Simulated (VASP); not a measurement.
# FeGe: accuracy against cost in the number of MPI ranks and PAW data sets, part 2 of 3

A convergence test on FeGe: the number of MPI ranks and PAW data sets. The series runs use PBE. The start is a cell from a database of measured crystal structures.

VASP 6.6.1, plane waves and PAW; the level of theory is named at each step.

Still holding for the runs below: The magnetic state follows from one typed start and may not be the lowest.

So far. Step 4 (Number of MPI ranks: 4 ranks): Against the first of the series the energy stays within 0.01 meV an atom and the pressure within 0.01 GPa, after 15 cycles in 24 s.

The database entry behind the starting cell differs from later determinations by our own check (about 0.2 % short), so it need not match the best structure at ambient conditions.

### 5. Number of MPI ranks: 8 ranks

Level of this step: PBE, spin-polarised from a ferromagnetic start; plane waves and PAW (Fe, Ge_d) (VASP).

File INCAR:

```
SYSTEM = FeGe
PREC = Accurate
ENCUT = 410
EDIFF = 1E-06
NELM = 100
ISMEAR = -1
SIGMA = 0.05
LREAL = .FALSE.
ALGO = Normal
GGA = PE
NBANDS = 65
ISPIN = 2
MAGMOM = 3 3 3 3 0 0 0 0
LASPH = .TRUE.
LMAXMIX = 4
LORBIT = 11
LWAVE = .FALSE.
LCHARG = .FALSE.
KPAR = 8
ISIF = 2
```

File POSCAR:

```
FeGe
1.0
    4.6890000000      0.0000000000      0.0000000000
    0.0000000000      4.6890000000      0.0000000000
    0.0000000000      0.0000000000      4.6890000000
Fe Ge
4 4
Direct
    0.1350000000      0.1350000000      0.1350000000
    0.3650000000      0.8650000000      0.6350000000
    0.6350000000      0.3650000000      0.8650000000
    0.8650000000      0.6350000000      0.3650000000
    0.8420000000      0.8420000000      0.8420000000
    0.6580000000      0.1580000000      0.3420000000
    0.3420000000      0.6580000000      0.1580000000
    0.1580000000      0.3420000000      0.6580000000
```

File KPOINTS:

```
Automatic mesh
0
Gamma
6 6 6
0 0 0
```

Potentials, in the order of the species: Fe and Ge_d (PBE family, release 64).

Started as:

```console
mpirun -np 8 vasp_std
```

Output:

```text
[banner, memory and clock lines left out]
running    8 mpi-ranks, on    1 nodes
[...]
|                                                                             |
|           W    W    AA    RRRRR   N    N  II  N    N   GGGG   !!!           |
|           W    W   A  A   R    R  NN   N  II  NN   N  G    G  !!!           |
|           W    W  A    A  R    R  N N  N  II  N N  N  G       !!!           |
|           W WW W  AAAAAA  RRRRR   N  N N  II  N  N N  G  GGG   !            |
|           WW  WW  A    A  R   R   N   NN  II  N   NN  G    G                |
|           W    W  A    A  R    R  N    N  II  N    N   GGGG   !!!           |
|                                                                             |
|     For optimal performance we recommend to set                             |
|       NCORE = 2 up to number-of-cores-per-socket                            |
|     NCORE specifies how many cores store one orbital (NPAR=cpu/NCORE).      |
|     This setting can greatly improve the performance of VASP for DFT.       |
[...]
|     yet).                                                                   |
|                                                                             |

 LDA part: xc-table for (Slater+PW92), standard interpolation
 POSCAR, INCAR and KPOINTS ok, starting setup
[...]
entering main loop
       N       E                     dE             d eps       ncg     rms          rms(c)
[... 5 cycles as in an earlier step ...]
DAV:   6    -0.614187930283E+02   -0.50503E+01   -0.42388E+01  7692   0.662E+01    0.300E+01
DAV:   7    -0.518566333306E+02    0.95622E+01   -0.24855E+01  7289   0.506E+01    0.573E+00
DAV:   8    -0.519048045622E+02   -0.48171E-01   -0.17476E+00  7063   0.561E+00    0.302E+00
DAV:   9    -0.518374733567E+02    0.67331E-01   -0.10945E-01  7847   0.267E+00    0.117E+00
[... 2 cycles as in an earlier step ...]
DAV:  12    -0.518270234845E+02    0.21069E-04   -0.29475E-04  7822   0.124E-01    0.606E-02
DAV:  13    -0.518270129271E+02    0.10557E-04   -0.32987E-05  8359   0.387E-02    0.243E-02
DAV:  14    -0.518270184203E+02   -0.54932E-05   -0.14342E-05  6214   0.267E-02    0.144E-02
DAV:  15    -0.518270185636E+02   -0.14323E-06   -0.12293E-06  4265   0.106E-02
   1 F= -.51827019E+02 E0= -.51797133E+02  d E =-.597712E-01  mag=     4.2465
```

Elapsed: 17 s, on 8 MPI ranks of AMD EPYC 9R45, shared host; peak memory 2.5 GiB.

From OUTCAR (step 5):

```text
  Total       -1.9754734     -1.9754734     -1.9754734     -0.0000000     -0.0000000      0.0000000
  in kB      -30.7001908    -30.7001908    -30.7001908     -0.0000000     -0.0000000      0.0000000
  external PRESSURE =     -30.7001908 kB  Pullay stress =       0.0000000 kB

  FREE ENERGIE OF THE ION-ELECTRON SYSTEM (eV)
  ---------------------------------------------------
  free  energy   TOTEN  =       -51.8270185636 eV

  energy  without entropy=      -51.7672473663  energy(sigma->0) =      -51.79713296

[... 4 parts as in an earlier step ...]

[... 1 further part left out ...]
[key lines of the parts left out:]
E-fermi :   8.0199
```

Against the first of the series the energy stays within 0.01 meV an atom and the pressure within 0.01 GPa, after 15 cycles in 17 s.

### 6. The number of MPI ranks series as a table

This step: convergence of PBE results with the layout; plane waves and PAW (VASP 6.6.1).

Derived from the runs above.

Differences are taken from the run with 1 ranks. Results of the series, by row:

```tsv
setting	status	energy less the reference (meV/atom)	pressure (GPa)	largest force difference (meV/Å)	moment (μB)	SCF cycles	wall time (s)
1 ranks	converged	0	-3.07	0	4.247	15	87
2 ranks	converged	0	-3.07	0	4.247	15	47
4 ranks	converged	0	-3.07	0	4.247	15	24
8 ranks	converged	1.25e-6	-3.07	0	4.247	15	16.8
```

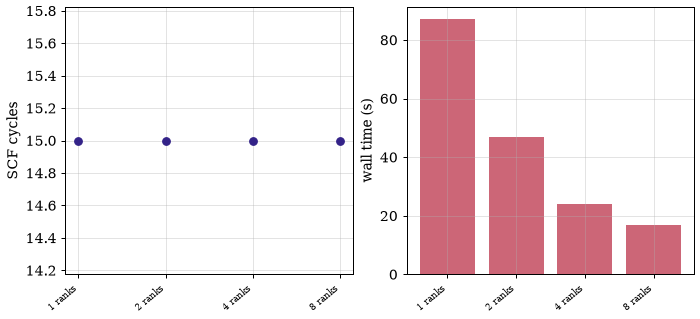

The SCF cycles and the wall time by setting.

### 7. PAW data sets: minimal 64: Fe Ge

This step: PBE, spin-polarised from a ferromagnetic start; plane waves and PAW (Fe, Ge) (VASP 6.6.1).

Data sets differ in which electrons are valence and how hard the partial waves are.

Changes to INCAR since step 5:

```diff
@@ -2,3 +2,3 @@
 PREC = Accurate
-ENCUT = 410
+ENCUT = 400
 EDIFF = 1E-06
@@ -10,3 +10,3 @@
 GGA = PE
-NBANDS = 65
+NBANDS = 43
 ISPIN = 2
```

POSCAR is that of step 5.

KPOINTS is that of step 5.

Potentials, in the order of the species: Fe and Ge (PBE family, release 64).

Started as:

```console
mpirun -np 8 vasp_std
```

Output:

```text
[banner, memory and clock lines left out]
running    8 mpi-ranks, on    1 nodes
 distrk:  each k-point on    1 cores,    8 groups
 distr:  one band on    1 cores,    1 groups

 POSCAR found type information on POSCAR FeGe
 POSCAR found :  2 types and       8 ions
 [... a notice as in an earlier step ...]

 LDA part: xc-table for (Slater+PW92), standard interpolation
 POSCAR, INCAR and KPOINTS ok, starting setup
 FFT: planning ... GRIDC
 FFT: planning ... GRID_SOFT
 FFT: planning ... GRID
 WAVECAR not read
 entering main loop
       N       E                     dE             d eps       ncg     rms          rms(c)
DAV:   1     0.304849131314E+03    0.30485E+03   -0.16073E+04  4128   0.988E+02
DAV:   2    -0.322295616554E+02   -0.33708E+03   -0.31326E+03  4140   0.263E+02
DAV:   3    -0.556179934474E+02   -0.23388E+02   -0.21712E+02  4807   0.833E+01
DAV:   4    -0.562234872854E+02   -0.60549E+00   -0.60007E+00  5016   0.134E+01
DAV:   5    -0.562306935305E+02   -0.72062E-02   -0.71995E-02  4882   0.121E+00    0.254E+01
DAV:   6    -0.616045282718E+02   -0.53738E+01   -0.52303E+01  5161   0.955E+01    0.302E+01
DAV:   7    -0.518049337740E+02    0.97996E+01   -0.24562E+01  4786   0.676E+01    0.580E+00
DAV:   8    -0.518450203394E+02   -0.40087E-01   -0.16582E+00  4443   0.511E+00    0.305E+00
DAV:   9    -0.517730253619E+02    0.71995E-01   -0.99701E-02  5481   0.342E+00    0.121E+00
DAV:  10    -0.517635305127E+02    0.94948E-02   -0.11957E-02  5545   0.768E-01    0.359E-01
DAV:  11    -0.517627586089E+02    0.77190E-03   -0.13665E-03  5366   0.298E-01    0.129E-01
DAV:  12    -0.517627044818E+02    0.54127E-04   -0.16102E-04  5366   0.105E-01    0.564E-02
DAV:  13    -0.517626921754E+02    0.12306E-04   -0.25271E-05  6277   0.357E-02    0.205E-02
DAV:  14    -0.517626936034E+02   -0.14280E-05   -0.10499E-05  4526   0.314E-02    0.976E-03
DAV:  15    -0.517626931527E+02    0.45071E-06   -0.63140E-07  2349   0.854E-03
   1 F= -.51762693E+02 E0= -.51733037E+02  d E =-.593126E-01  mag=     4.2340
```

It took 12 s on 8 MPI ranks; peak memory 2.1 GiB; 80 s of CPU time.

OUTCAR, selected parts (step 7):

```text
   k-points           NKPTS =     24   k-points in BZ     NKDIM =     24   number of bands    NBANDS=     43

   ENCUT  =  400.0 eV  29.40 Ry    5.42 a.u.   7.65  7.65  7.65*2*pi/ulx,y,z

   NELECT =      48.0000    total number of electrons

 E-fermi :   6.9374

 spin component 1
 k-point     1 :       0.0000    0.0000    0.0000
  band No.  band energies     occupation
    ...
     23       6.0844      1.00000
     24       6.0844      1.00000
     25       6.6283      0.99794
     26       6.6283      0.99794
     27       6.6283      0.99794
     28       8.7104      0.00000
     29       8.7104      0.00000
     30       8.7104      0.00000
     31       9.6753      0.00000
     32       9.6753      0.00000
    ...

 k-point     2 :       0.1667    0.0000    0.0000
  band No.  band energies     occupation
    ...
     22       6.0276      1.00000
     23       6.0869      1.00000
     24       6.2534      1.00000
     25       6.4859      0.99988
     26       6.5686      0.99937
     27       7.1377      0.01787
     28       8.1261      0.00000
     29       8.4011      0.00000
     30       8.8015      0.00000
     31       8.9037      0.00000
    ...

  Total       -1.4389209     -1.4389209     -1.4389209      0.0000000      0.0000000      0.0000000
  in kB      -22.3618028    -22.3618028    -22.3618028      0.0000000      0.0000000      0.0000000
  external PRESSURE =     -22.3618028 kB  Pullay stress =       0.0000000 kB

 POSITION                                       TOTAL-FORCE (eV/Angst)
 -----------------------------------------------------------------------------------
      0.63301      0.63301      0.63301        -0.034426     -0.034426     -0.034426
      1.71149      4.05599      2.97751         0.034426      0.034426     -0.034426
      2.97751      1.71149      4.05599        -0.034426      0.034426      0.034426
      4.05599      2.97751      1.71149         0.034426     -0.034426      0.034426
      3.94814      3.94814      3.94814        -0.031453     -0.031453     -0.031453
      3.08536      0.74086      1.60364         0.031453      0.031453     -0.031453
      1.60364      3.08536      0.74086        -0.031453      0.031453      0.031453
      0.74086      1.60364      3.08536         0.031453     -0.031453      0.031453
 -----------------------------------------------------------------------------------
    total drift:                               -0.000000     -0.000000     -0.000000

  FREE ENERGIE OF THE ION-ELECTRON SYSTEM (eV)
  ---------------------------------------------------
  free  energy   TOTEN  =       -51.7626931527 eV

  energy  without entropy=      -51.7033805958  energy(sigma->0) =      -51.73303687

 magnetization (x)
# of ion       s       p       d       tot
------------------------------------------
    1       -0.000  -0.005   1.182   1.177
    2       -0.000  -0.005   1.182   1.177
    3       -0.000  -0.005   1.182   1.177
    4       -0.000  -0.005   1.182   1.177
    5       -0.012  -0.063  -0.005  -0.080
    6       -0.012  -0.063  -0.005  -0.080
    7       -0.012  -0.063  -0.005  -0.080
    8       -0.012  -0.063  -0.005  -0.080
--------------------------------------------------
tot         -0.049  -0.274   4.708   4.386

[... 6 parts as in an earlier step ...]

[... 14 further parts left out ...]
```

The data set Ge keeps the semicore shell frozen, which is cheaper and a little less accurate.

This step gave:

```
electrons                                         : 48
bands                                             : 43
free energy (TOTEN)                               : -51.7627 eV
energy at zero smearing                           : -51.7330 eV
Fermi energy                                      : 6.937 eV
pressure                                          : -2.236 GPa
moment of the cell, from the last line of the log : 4.234 μB
```

The series starts at -6.4666 eV an atom and -2.24 GPa, after 15 cycles in 12 s.

### 8. PAW data sets: recommended 64: Fe Ge d

This step: PBE, spin-polarised from a ferromagnetic start; plane waves and PAW (Fe, Ge_d) (VASP 6.6.1).

Changes to INCAR since step 7:

```diff
@@ -2,3 +2,3 @@
 PREC = Accurate
-ENCUT = 400
+ENCUT = 410
 EDIFF = 1E-06
@@ -10,3 +10,3 @@
 GGA = PE
-NBANDS = 43
+NBANDS = 65
 ISPIN = 2
```

POSCAR is that of step 7.

KPOINTS is that of step 7.

The projector-augmented-wave data sets are Fe and Ge_d (PBE family, release 64).

Started as:

```console
mpirun -np 8 vasp_std
```

Output:

```text
[... set-up lines as in an earlier step ...]
 entering main loop
       N       E                     dE             d eps       ncg     rms          rms(c)
[... 15 cycles as in an earlier step ...]
   1 F= -.51827019E+02 E0= -.51797133E+02  d E =-.597712E-01  mag=     4.2465
```

Wall time 17 s (8 MPI ranks); peak memory 2.5 GiB; 1.8 min of CPU time.

From OUTCAR (step 8):

```text
[... 7 parts as in an earlier step ...]

[... 1 further part left out ...]
[key lines of the parts left out:]
E-fermi :   8.0199
```

With 88 valence electrons the pressure is -3.07 GPa, -0.83 GPa from the first of the series, after 15 cycles in 17 s.

### 9. PAW data sets: recommended 54: Fe Ge d

INCAR is that of step 8.

POSCAR is that of step 8.

KPOINTS is that of step 8.

PAW data sets: Fe and Ge_d (PBE family, release 54).

Started as:

```console
mpirun -np 8 vasp_std
```

Output:

```text
[... set-up lines as in an earlier step ...]
 entering main loop
       N       E                     dE             d eps       ncg     rms          rms(c)
[... 15 cycles as in an earlier step ...]
   1 F= -.51827019E+02 E0= -.51797133E+02  d E =-.597712E-01  mag=     4.2465
```

Run time: 17 s. Hardware: 8 MPI ranks; peak memory 2.5 GiB; 1.8 min of CPU time.

From OUTCAR (step 9):

```text
[... 7 parts as in an earlier step ...]

[... 1 further part left out ...]
[key lines of the parts left out:]
E-fermi :   8.0199
```

With 88 valence electrons the pressure is -3.07 GPa, -0.83 GPa from the first of the series, after 15 cycles in 17 s.

### 10. PAW data sets: materialsproject 64: Fe pv Ge d

This step: PBE, spin-polarised from a ferromagnetic start; plane waves and PAW (Fe_pv, Ge_d) (VASP 6.6.1).

Changes to INCAR since step 9:

```diff
@@ -10,3 +10,3 @@
 GGA = PE
-NBANDS = 65
+NBANDS = 80
 ISPIN = 2
```

POSCAR is that of step 9.

KPOINTS is that of step 9.

Potentials, in the order of the species: Fe_pv and Ge_d (PBE family, release 64).

Started as:

```console
mpirun -np 8 vasp_std
```

Output:

```text
[... set-up lines as in an earlier step ...]
 entering main loop
       N       E                     dE             d eps       ncg     rms          rms(c)
DAV:   1     0.136994218774E+04    0.13699E+04   -0.42504E+04 10232   0.334E+03
DAV:   2     0.214339954022E+03   -0.11556E+04   -0.10739E+04  7680   0.904E+02
DAV:   3    -0.390837428388E+02   -0.25342E+03   -0.24131E+03  7872   0.248E+02
DAV:   4    -0.559993468607E+02   -0.16916E+02   -0.16763E+02  8640   0.711E+01
[...]
DAV:  14    -0.518954168298E+02   -0.94811E-05   -0.65086E-06  7144   0.151E-02    0.128E-02
DAV:  15    -0.518954179539E+02   -0.11240E-05   -0.13546E-06  4904   0.901E-03    0.373E-03
DAV:  16    -0.518954177692E+02    0.18465E-06   -0.30877E-07  4000   0.359E-03
   1 F= -.51895418E+02 E0= -.51865606E+02  d E =-.596233E-01  mag=     4.2466
```

Run time: 21 s. Hardware: 8 MPI ranks; peak memory 2.7 GiB.

Parts of OUTCAR (step 10):

```text
  Total       -2.3549519     -2.3549519     -2.3549519      0.0000000      0.0000000      0.0000000
  in kB      -36.5975420    -36.5975420    -36.5975420      0.0000000      0.0000000      0.0000000
  external PRESSURE =     -36.5975420 kB  Pullay stress =       0.0000000 kB

 POSITION                                       TOTAL-FORCE (eV/Angst)
 -----------------------------------------------------------------------------------
      0.63301      0.63301      0.63301        -0.038075     -0.038075     -0.038075
      1.71149      4.05599      2.97751         0.038075      0.038075     -0.038075
      2.97751      1.71149      4.05599        -0.038075      0.038075      0.038075
      4.05599      2.97751      1.71149         0.038075     -0.038075      0.038075
      3.94814      3.94814      3.94814        -0.025535     -0.025535     -0.025535
      3.08536      0.74086      1.60364         0.025535      0.025535     -0.025535
      1.60364      3.08536      0.74086        -0.025535      0.025535      0.025535
      0.74086      1.60364      3.08536         0.025535     -0.025535      0.025535
 -----------------------------------------------------------------------------------
    total drift:                                0.000001     -0.000003      0.000000

  FREE ENERGIE OF THE ION-ELECTRON SYSTEM (eV)
  ---------------------------------------------------
  free  energy   TOTEN  =       -51.8954177692 eV

  energy  without entropy=      -51.8357945191  energy(sigma->0) =      -51.86560614

 magnetization (x)
# of ion       s       p       d       tot
------------------------------------------
    1        0.001  -0.001   1.191   1.190
    2        0.001  -0.001   1.191   1.190
    3        0.001  -0.001   1.191   1.190
    4        0.001  -0.001   1.191   1.190
    5       -0.012  -0.064  -0.006  -0.081
    6       -0.012  -0.064  -0.006  -0.081
    7       -0.012  -0.064  -0.006  -0.081
    8       -0.012  -0.064  -0.006  -0.081
--------------------------------------------------
tot         -0.043  -0.261   4.739   4.436

[... 1 part as in an earlier step ...]

[... 2 further parts left out ...]
[key lines of the parts left out:]
E-fermi :   9.7642
```

With 112 valence electrons the pressure is -3.66 GPa, -1.42 GPa from the first of the series, after 16 cycles in 21 s.

### 11. PAW data sets: semicore 64: Fe sv Ge d

This step: PBE, spin-polarised from a ferromagnetic start; plane waves and PAW (Fe_sv, Ge_d) (VASP 6.6.1).

Changes to INCAR since step 10:

```diff
@@ -2,3 +2,3 @@
 PREC = Accurate
-ENCUT = 410
+ENCUT = 510
 EDIFF = 1E-06
@@ -10,3 +10,3 @@
 GGA = PE
-NBANDS = 80
+NBANDS = 85
 ISPIN = 2
```

POSCAR is that of step 10.

KPOINTS is that of step 10.

The projector-augmented-wave data sets are Fe_sv and Ge_d (PBE family, release 64).

Started as:

```console
mpirun -np 8 vasp_std
```

Output:

```text
[... set-up lines as in an earlier step ...]
 entering main loop
       N       E                     dE             d eps       ncg     rms          rms(c)
DAV:   1     0.230760687974E+04    0.23076E+04   -0.52440E+04 11289   0.392E+03
DAV:   2     0.390144449399E+03   -0.19175E+04   -0.18296E+04  8181   0.110E+03
DAV:   3    -0.158757832017E+02   -0.40602E+03   -0.38067E+03  8160   0.385E+02
DAV:   4    -0.552007775153E+02   -0.39325E+02   -0.38151E+02  9300   0.130E+02
[...]
DAV:  14    -0.521730803514E+02   -0.46004E-05   -0.13402E-05  8034   0.278E-02    0.153E-02
DAV:  15    -0.521730813892E+02   -0.10377E-05   -0.18640E-06  6261   0.124E-02    0.563E-03
DAV:  16    -0.521730814904E+02   -0.10120E-06   -0.50204E-07  4675   0.502E-03
   1 F= -.52173081E+02 E0= -.52143414E+02  d E =-.593352E-01  mag=     4.2458
```

Wall time 29 s (8 MPI ranks); peak memory 3.5 GiB.

From OUTCAR (step 11):

```text
  Total       -2.5347841     -2.5347841     -2.5347841      0.0000000      0.0000000      0.0000000
  in kB      -39.3922566    -39.3922566    -39.3922566      0.0000000      0.0000000      0.0000000
  external PRESSURE =     -39.3922566 kB  Pullay stress =       0.0000000 kB

 POSITION                                       TOTAL-FORCE (eV/Angst)
 -----------------------------------------------------------------------------------
      0.63301      0.63301      0.63301        -0.043485     -0.043485     -0.043485
      1.71149      4.05599      2.97751         0.043485      0.043485     -0.043485
      2.97751      1.71149      4.05599        -0.043485      0.043485      0.043485
      4.05599      2.97751      1.71149         0.043485     -0.043485      0.043485
      3.94814      3.94814      3.94814        -0.026405     -0.026405     -0.026405
      3.08536      0.74086      1.60364         0.026405      0.026405     -0.026405
      1.60364      3.08536      0.74086        -0.026405      0.026405      0.026405
      0.74086      1.60364      3.08536         0.026405     -0.026405      0.026405
 -----------------------------------------------------------------------------------
    total drift:                                0.000003      0.000001     -0.000000

  FREE ENERGIE OF THE ION-ELECTRON SYSTEM (eV)
  ---------------------------------------------------
  free  energy   TOTEN  =       -52.1730814904 eV

  energy  without entropy=      -52.1137462609  energy(sigma->0) =      -52.14341388

 magnetization (x)
# of ion       s       p       d       tot
------------------------------------------
    1        0.001   0.001   1.148   1.150
    2        0.001   0.001   1.148   1.150
    3        0.001   0.001   1.148   1.150
    4        0.001   0.001   1.148   1.150
    5       -0.012  -0.064  -0.006  -0.082
    6       -0.012  -0.064  -0.006  -0.082
    7       -0.012  -0.064  -0.006  -0.082
    8       -0.012  -0.064  -0.006  -0.082
--------------------------------------------------
tot         -0.041  -0.251   4.566   4.274

[... 3 further parts left out ...]
[key lines of the parts left out:]
E-fermi :  10.8093
```

With 120 valence electrons the pressure is -3.94 GPa, -1.70 GPa from the first of the series, after 16 cycles in 29 s.

[end of part 2 of 3]

[Lines on the potential files, build, host, timing and source positions are cut from VASP's logs without a mark.]

[Logs are printed without paths, hosts, clocks, repeated set-up lines and the standing remarks that a program may print on its own settings, such as how far it seeks lower states.]

[Hosts, paths, dates, database ids (printed as entryN), source tags and the programs' standing remarks are cut or masked in the printed files.]

[A measured line is paired with the nearest computed mode of its activity, which favours agreement.]
